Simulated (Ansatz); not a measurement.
**Ge (diamond structure), cut as [100] fin, 0.29 nm along [100] by 1.15 nm along [010], dimers on {100} faces**

All values below come from PBE (plane waves to 420 eV, PAW; Ansatz, a program for electronic structure).

k-points: Γ-centred 1×1×5 mesh; occupations: Fermi-Dirac, 0.020 eV; spin polarisation not allowed. No spin-orbit coupling.

 The relaxation kept the symmetry of its start, so a lower minimum of less symmetry isn't excluded. The period along the axis is held at the bulk value.

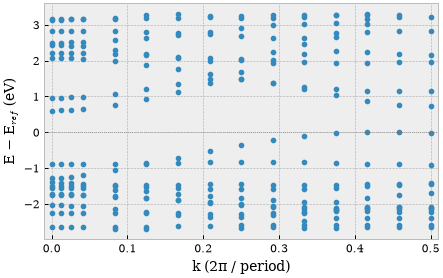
*Levels along the axis at 15 k-points, drawn as points, zero at the top of the valence band*

Electronic character: not metallic; Kohn-Sham band gap: 0.61 eV. Only levels within the plotted window are shown.
